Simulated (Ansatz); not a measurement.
## Run report: C$_{2}$H$_{6}$ClNZn, geometry relaxation

System: C$_{2}$H$_{6}$ClNZn.
Method: RKS B3LYP5/aug-cc-pVDZ (Ansatz 0.2.0).

The run did not end well. The geometry comes from this level: PBE0-D4/def2-TZVP.

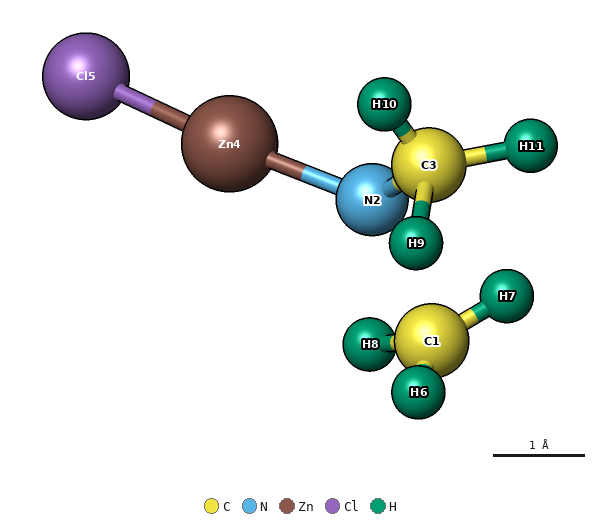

Fig. 1: The starting structure (ball-and-stick view, seen at a tilt; atoms are numbered from 1 in the order of the input). Sticks mark near contacts. Bond lengths as drawn: Cl–Zn 2.05 Å, C–H 0.81 to 1.35 Å, C–N 1.28 Å and N–Zn 1.85 Å.

Input:
```yaml
crystal:
  periodic: [false, false, false]
  atoms:
    - {symbol: C, position_ang: [-1.151348, -0.690167, 0.717818]}
    - {symbol: N, position_ang: [0.074517, 0.090280, -0.239565]}
    - {symbol: C, position_ang: [1.158269, -0.551285, -0.027782]}
    - {symbol: Zn, position_ang: [-0.226228, 1.751328, -1.003514]}
    - {symbol: Cl, position_ang: [-0.709059, 3.454316, -2.045377]}
    - {symbol: H, position_ang: [-1.016999, -0.631650, 1.511997]}
    - {symbol: H, position_ang: [-1.033090, -1.453738, 0.104115]}
    - {symbol: H, position_ang: [-1.959559, 0.035556, 0.289291]}
    - {symbol: H, position_ang: [1.510283, -0.550676, 1.270710]}
    - {symbol: H, position_ang: [1.850872, -0.019535, -0.299556]}
    - {symbol: H, position_ang: [1.185784, -1.637246, -0.399070]}
basis:
  gaussian: {orbitals: aug-cc-pVDZ, fitting: {mean_field: def2-universal-jkfit}}
hamiltonian: {xc: {name: B3LYP5}}
relax: {f_tol: 0.001, max_steps: 2}
output: {forces: true}
```

Machine: 4 threads of Intel Xeon @ 2.50GHz, 31 GiB of memory available, shared host.

Command:
```bash
ansatz run in.yaml --threads 4 --pin off --events-out ev --progress --plain --max-ram 11315MiB
```

Output:
```
Functional definition: B3LYP5
  name "B3LYP5"
  cite "Stephens, Devlin, Chabalowski & Frisch, J. Phys. Chem. 98, 11623 (1994) doi:10.1021/j100096a001"
  cite "Becke, Phys. Rev. A 38, 3098 (1988) doi:10.1103/PhysRevA.38.3098"
  cite "Lee, Yang & Parr, Phys. Rev. B 37, 785 (1988) doi:10.1103/PhysRevB.37.785"
  cite "Vosko, Wilk & Nusair, Can. J. Phys. 58, 1200 (1980) doi:10.1139/p80-159"
  parameter a0 = 0.2
  parameter ax = 0.72
  parameter ac = 0.81
  exchange = (1 - a0 - ax)*slater_x + ax*b88_x + a0*exact_x
  correlation = (1 - ac)*vwn5_c + ac*lyp_c
727 factors; integrals over basis functions are off by at most 3.3e-1 eV
mean field evaluation 1: about -64577.6099 eV, gradient 9.1e1 eV
mean field evaluation 2: about -64473.6465 eV, gradient 2.2e2 eV
mean field evaluation 4: about -64593.9421 eV, gradient 2.8e1 eV
mean field evaluation 8: about -64595.4946 eV, gradient 2.0e-1 eV
mean field evaluation 16: about -64595.4950 eV, gradient 9.0e-5 eV
mean field -64595.49498715 eV, -2373.8406563788 hartree, gradient 3.2e-5 eV, S^2 0.000000; 0 other end points of the search recorded, 0 dependent functions left out
the calculation of the forces begins
reference -64595.49536977 eV, -2373.8406704396 hartree; 36, 36 occupied and 173, 173 virtual orbitals, 727 factors
relax step   1: F+E_penalty+E_count = -64595.49498715 eV  Δ(F+E_penalty+E_count) = +0.000e0 eV  max|allowed force component| = 2.549e1 eV/Å  Δτ_max = 0.0000 Å  (32 SCF iters, accepted)
these checks for a lower state are left out or cut short: starts, cluster_reference, orbital_swaps, neighbouring_geometries, increment
727 factors; integrals over basis functions are off by at most 2.9e-1 eV
mean field -64600.87872004 eV, -2374.0385049132 hartree, gradient 1.3e-5 eV, S^2 0.000000; 0 other end points of the search recorded, 0 dependent functions left out
the calculation of the forces begins
reference -64600.87908182 eV, -2374.0385182082 hartree; 36, 36 occupied and 173, 173 virtual orbitals, 727 factors
relax step   2: F+E_penalty+E_count = -64600.87872004 eV  Δ(F+E_penalty+E_count) = -5.384e0 eV  max|allowed force component| = 4.848e0 eV/Å  Δτ_max = 0.1923 Å  (39 SCF iters, accepted)
```

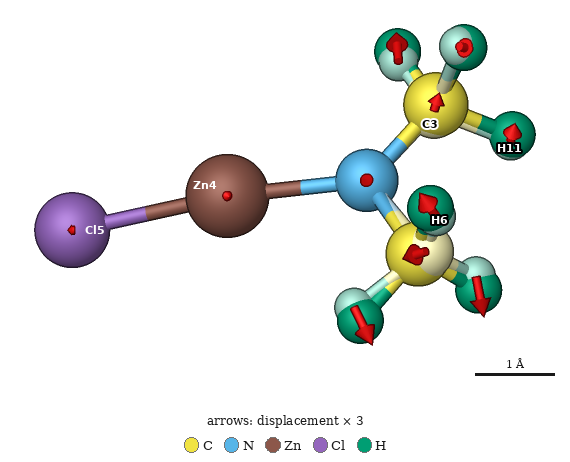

Fig. 2: Start (faint) and end (solid) with the displacements as red arrows, magnified 3 times (ball-and-stick view, seen at a tilt). The two geometries are laid on each other by the best rigid fit. The relaxation stopped without meeting its thresholds, so the last structure isn't shown to be converged. H8 moves most after the best rigid fit: 0.19 Å. By element the largest moves are H 0.19 Å, C 0.15 Å, N 0.05 Å, Cl 0.03 Å, Zn 0.03 Å. Among the contacts that change: C1–H6 0.808 → 1.044 Å, C3–H10 0.915 → 1.048 Å, C3–H9 1.345 → 1.217 Å, C1–N2 1.740 → 1.620 Å. Among the angles that change: N2–C1–H8 90.4° → 107.2°, N2–C1–H7 85.4° → 98.6°, H9–C3–H10 95.1° → 101.5°. Over 1 geometry step the energy falls by 124.2 kcal/mol. The largest force component goes from 25 to 4.8 eV/Å. (Atoms are counted from 1 in the order of the input.)

```
Error: geometry relaxation did not converge after 2 steps: max|allowed force component| = 4.85e0 eV/Å (threshold 1.0e-3). Raise `relax.max_steps` over both its present limit and 2, loosen `relax.f_tol`, or start from a geometry closer to equilibrium. Where this run's directory can be resumed (`checkpoint.write`), a resume goes on for up to `relax.max_steps` more
```

Trajectory as extended XYZ (Å, eV, eV/Å), 2 frames, from step=1 to step=2:
```
11
Properties=species:S:1:pos:R:3:forces:R:3 step=1 energy=-64595.49499
C    -1.1513   -0.6902    0.7178   -4.1102   6.1343 -25.4879
N     0.0745    0.0903   -0.2396   -8.3970   2.8429   1.0679
C     1.1583   -0.5513   -0.0278   -0.3778  -8.5394   6.9038
Zn   -0.2262    1.7513   -1.0035    0.2496  -1.4390   0.8014
Cl   -0.7091    3.4543   -2.0454   -0.2113   0.8354  -0.4656
H    -1.0170   -0.6317    1.5120    4.4330   1.4016  23.5122
H    -1.0331   -1.4537    0.1041   -0.4184  -4.6723  -1.7710
H    -1.9596    0.0356    0.2893    0.4180  -1.8865   1.3763
H     1.5103   -0.5507    1.2707   -0.7153  -0.6128  -2.6461
H     1.8509   -0.0195   -0.2996    8.8509   5.0815  -3.8040
H     1.1858   -1.6372   -0.3991    0.2784   0.8543   0.5129
11
Properties=species:S:1:pos:R:3:forces:R:3 step=2 energy=-64600.87872
C    -1.1561   -0.6088    0.5968    0.4758   3.0106  -4.6897
N     0.0610    0.1134   -0.1917   -4.8475   0.7260   0.9215
C     1.2269   -0.5539    0.0239    1.8630  -2.2302   3.4143
Zn   -0.2419    1.7410   -0.9781    0.1172  -0.5407   0.2111
Cl   -0.7171    3.4867   -2.0479   -0.0234   0.1569  -0.0436
H    -0.9791   -0.5278    1.6230    0.3116  -0.5227   1.9227
H    -1.1850   -1.5291    0.0400   -0.1294  -1.2377   0.7063
H    -2.1183   -0.0728    0.2962    1.0027  -0.4256   0.5849
H     1.5450   -0.6251    1.1967   -0.6349   0.0358  -1.8394
H     2.0196    0.0042   -0.3736    1.7511   0.4885  -1.0710
H     1.2284   -1.6307   -0.3062    0.1139   0.5391  -0.1173
```

What the run reported:

| quantity | value |
| --- | --- |
| outcome | not converged |
| wall time | 9.5 s (CPU time 35 s) |
| peak memory | 0.6 GiB |

What went wrong:

A setting was made wrong on purpose: the optimiser is allowed too few steps. The run did not converge: “geometry relaxation did not converge after 2 steps: max|allowed force component| = 4.85e0 eV/Å (threshold 1.0e-3). Raise `relax.max_steps` over both its present limit and 2, loosen `relax.f_tol`, or start from a geometry closer to equilibrium …” Its last values are not results.
